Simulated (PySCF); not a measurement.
C7H8P2

```xyz
17

C    -3.1173    1.3365    0.5736
C    -1.7991    1.4860    0.3804
C    -0.7794    0.4324    0.2853
C    -1.1187   -0.9208    0.4224
C    -0.2579   -2.0034    0.3326
P     1.4549   -2.0242    0.0437
C     1.8784   -0.3418   -0.0970
C     3.3447   -0.0406   -0.3132
P     0.8362    1.0461   -0.0150
H    -3.5937    0.3588    0.6847
H    -3.7726    2.2086    0.6258
H    -1.4117    2.5069    0.2753
H    -2.1728   -1.1520    0.6117
H    -0.7055   -2.9965    0.4538
H     3.4929    0.9372   -0.7966
H     3.8820   -0.0140    0.6496
H     3.8299   -0.8094   -0.9340
```

Geometry: PBE0-D3(BJ)/def2-SVP.

The calculation used PySCF, PBE0/pcSseg-1, SCF density, gas phase, non-relativistic.

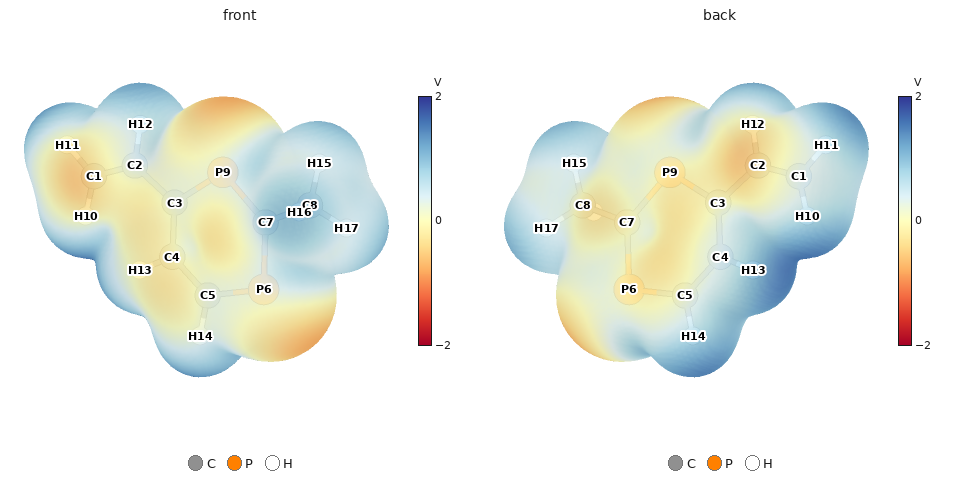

Figure 1. The molecular electrostatic potential painted on the density surface at 0.004 e/bohr³, seen from the front and from behind; the colour scale runs from red (negative) to blue (positive).

Where is the surface potential most negative and most positive?

The most negative region (about −0.7 V) lies over P6 and P9, the most positive (about +1.6 V) over H10 and H13.

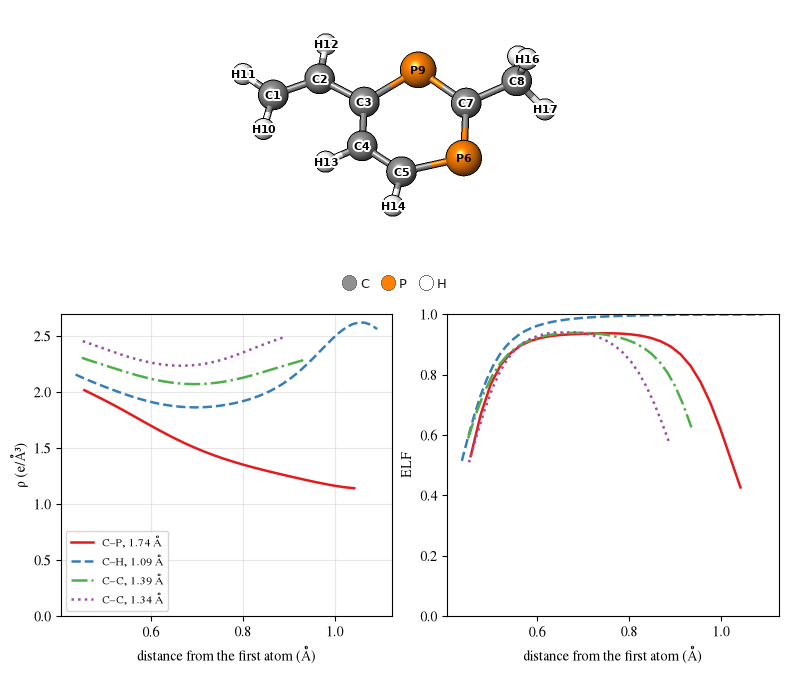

Figure 2. Electron density and electron localisation function along straight lines between neighbouring atoms. The curves leave out the atomic cores. The structure is drawn too.

What can be read from the curves?

C–P (1.74 Å): the density is about 1.3 e/Å³ at the midpoint; the ELF peaks at about 0.95 between the atoms (a covalent bond).
C–H (1.09 Å): the density is about 2 e/Å³ at the midpoint; the ELF climbs to about 1 towards the hydrogen, as it does in any bond to H: a covalent bond by its length.
C–C (1.39 Å): ρ is about 2.1 e/Å³ halfway; the ELF peaks at about 0.95 between the atoms; a covalent bond.
C–C (1.34 Å): ρ is about 2.2 e/Å³ halfway; the ELF peaks at about 0.95 between the atoms: a short, multiple covalent bond.
